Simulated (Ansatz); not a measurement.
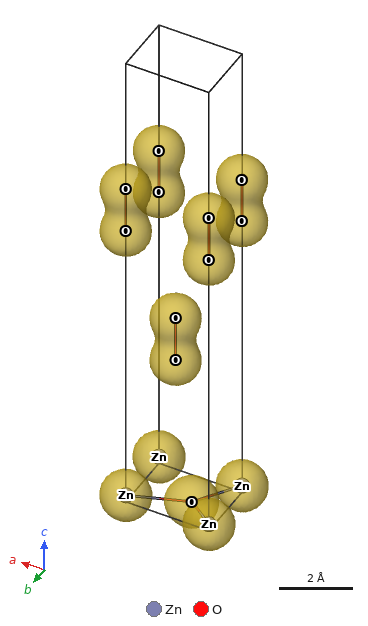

Figure. ZnO5. Isosurface of the valence charge density (pseudo) at 1 e/Å³ (yellow), seen at an oblique angle. Sticks mark near contacts.

Space group P3m1; a generated structure, not necessarily the stable one; changed on purpose from its base cell (volume × 1.03, shape and atoms relaxed); spin-polarised.

Level of theory: Ansatz, DFT PBE, scalar-relativistic, plane waves, PAW.

In a PAW calculation such maps are meaningful between the atoms, not at the nuclei.

### How is the density connected at this value?

At this value the density breaks into separate islands; it holds about 70 % of the electrons treated as valence. It bridges the sampled O–O (1.22 Å) contacts, where the density stays above the isovalue. It is pinched off along the sampled Zn–O (1.91 Å) contacts. On the grid the lowest density along these lines, outside the cores, is 3.6 e/Å³ (O–O, 1.22 Å) and 0.7 e/Å³ (Zn–O, 1.91 Å).

### How are the moments arranged in this solution?

Ferrimagnetic (opposed moments on unlike sites) in this solution; site moments O: +0.6 μB (×2) and −0.6 μB (×2) in one cell of 6 atoms.
